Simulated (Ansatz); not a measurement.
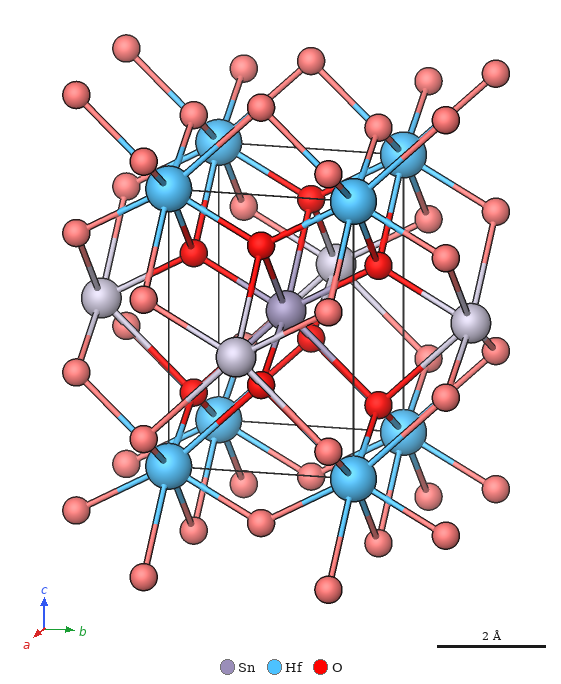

Shown here is a ball-and-stick view of the crystal, taken slightly off an axis. Lines trace the edges of the conventional unit cell. Atoms just outside the outline that bond to atoms inside are added, in fainter colours.

HfSnO4, space group P-4m2 (No. 115), a = 3.564 Å, b = 3.564 Å, c = 5.338 Å, α = 90.00°, β = 90.00°, γ = 90.00°. The model was built from a structure type filled with these elements by a generator (whether the compound takes this form wasn't checked). Earlier steps of the study, as a rule a relaxation of our own, may have changed the cell and positions, so they can lie some per cent off the listed ones. A calculation with Ansatz used it as input.

This one geometry was computed with Ansatz (DFT, plane waves, PAW) at five levels of theory: PBE with spin-orbit coupling, PBE, PBE0, r2SCAN and HSE06. It was relaxed beforehand with r2SCAN.

### Which level gives the highest pressure at this volume, and what does that say about its equilibrium volume?

Highest: PBE with spin-orbit coupling (6.9 GPa) and PBE (7.1 GPa), which points to the largest equilibrium volume. Lowest, with the smallest volume: PBE0 (-1.1 GPa) and HSE06 (-1.1 GPa). Levels within 0.5 GPa of each other can't be told apart.

### How does the band gap change with the level of theory?

PBE: a gap of 2.03 eV, indirect; PBE with spin-orbit coupling: a gap of 2.04 eV, indirect; r2SCAN: a gap of 2.58 eV, indirect; HSE06: a gap of 3.43 eV, indirect; PBE0: a gap of 4.16 eV, indirect.

### Collect the results in a table.

| level | cutoff (eV) | k-mesh of the run's cell | gap (eV) | pressure (GPa) |
| --- | --- | --- | --- | --- |
| PBE with spin-orbit coupling | 420 | 8×8×6 | 2.04 | 6.9 |
| PBE | 420 | 8×8×6 | 2.03 | 7.1 |
| PBE0 | 420 | 4×4×4 | 4.16 | -1.1 |
| r2SCAN | 500 | 8×8×6 | 2.58 | 0.0 |
| HSE06 | 420 | 4×4×4 | 3.43 | -1.1 |

Gaps are taken on the k-mesh or band path of each run.
